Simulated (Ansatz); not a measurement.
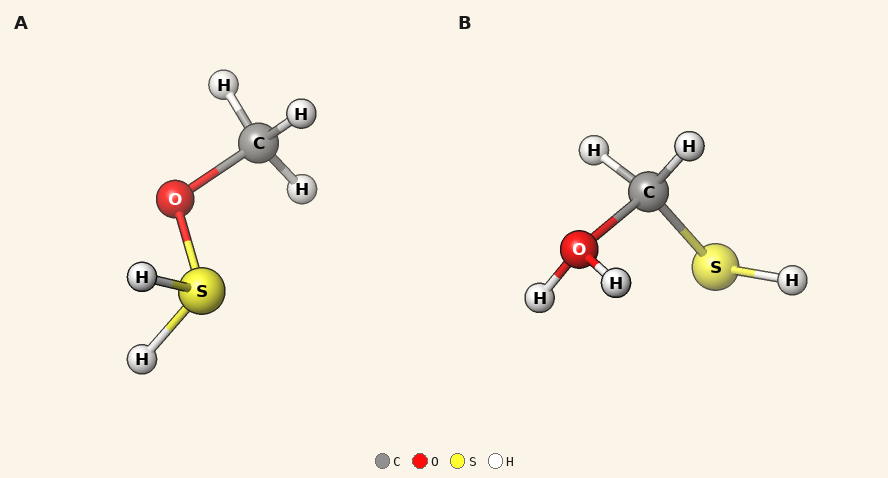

Depth is shown by fading: the farther an atom, the more it takes the colour of the background. Charge +1, singlet. The computed structure is the end point of a PBE0-D4/def2-TZVP optimisation. No frequency run is at hand to confirm it as a minimum.

**Are A and B the same structure? If not, how do they differ?**

No. They are constitutional isomers of CH5OS (charge +1): A is CO[SH2+], B is [OH2+]CS
